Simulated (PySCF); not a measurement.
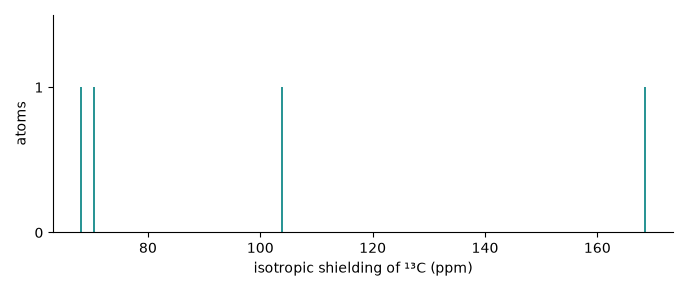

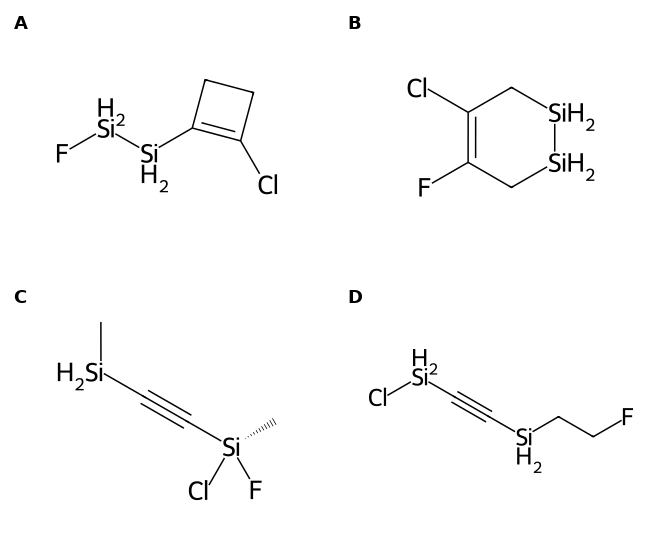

The sticks are computed shieldings of one of the molecules, for one fixed geometry (GFN2-xTB) without averaging over rotations. Low shielding means a high chemical shift. Method: GIAO PBE0/pcSseg-1 NMR shielding, non-relativistic, gas phase (PySCF 2.14.0).

Match the spectrum to a structure.

D, `FCC[SiH2]C#C[SiH2]Cl`. Its 4 C atoms give lines at 68.1, 70.4, 103.8, 168.4 ppm.

The geometry is semi-empirical. Around Si such bond lengths and angles can be off by a tenth of an ångström or more and by several degrees, and values that hang on the shape move with them.
